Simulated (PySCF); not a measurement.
SMILES COB(OC)[OH+]C (charge +1) at its GFN2-xTB optimised geometry (Å):

```
17

C     -0.5366    -2.0489     0.0806
O     -1.0180    -0.7107     0.0223
B     -0.3979     0.4405     0.0000
O     -0.8764     1.6590     0.0000
C     -2.2499     2.0483     0.0794
O      1.1390     0.4405     0.0000
C      1.8754     1.6772    -0.1540
H      0.2218    -2.1598     0.8566
H     -0.1348    -2.3468    -0.8898
H     -1.3927    -2.6785     0.3190
H     -2.9045     1.1791     0.0847
H     -2.4625     2.6785    -0.7833
H     -2.3800     2.6241     0.9952
H      1.5375    -0.2657    -0.5334
H      2.9045     1.5009     0.1553
H      1.8367     2.0320    -1.1832
H      1.4103     2.4121     0.4983
```

Level of theory: PBE0/def2-SVP (PySCF). Cells within 0.4 Å of a nucleus heavier than hydrogen are left out (blank, or x).

Map of the Laplacian of the electron density (e/bohr⁵), clipped to [-1.50, 1.50] on the plane z = 0.0 Å:

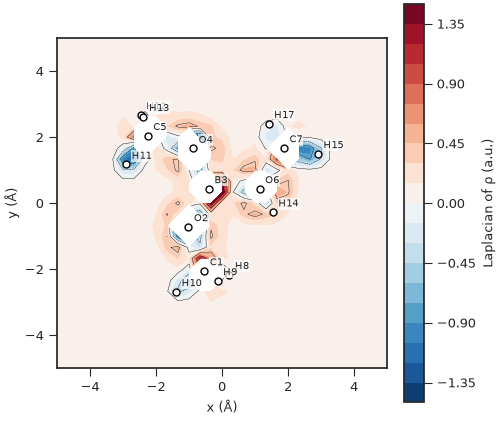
Figure. Laplacian of the electron density (e/bohr⁵), clipped to [-1.50, 1.50] on the plane z = 0.0 Å.
